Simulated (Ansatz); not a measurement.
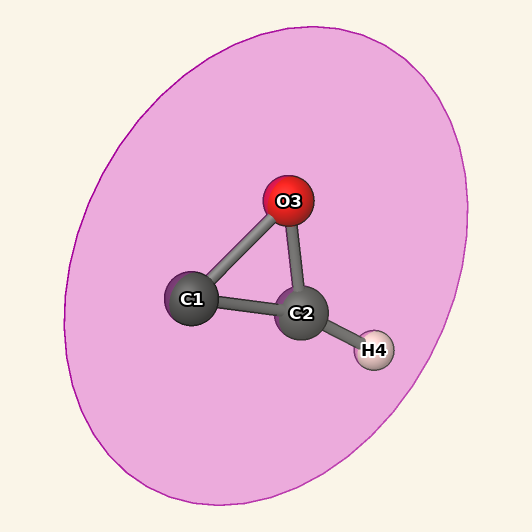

A disc through the centre of mass is drawn in. Atoms fade into the background with distance from the viewer. State: charge +1, singlet. The geometry was computed by an optimisation with PBE-D4/def2-SVP. No frequency run is at hand to confirm it as a minimum.

Q: Is the plane of the disc a mirror plane of the structure?

A: Yes. The reflection leaves C1, C2, O3, H4 in place. The point group is Cs.
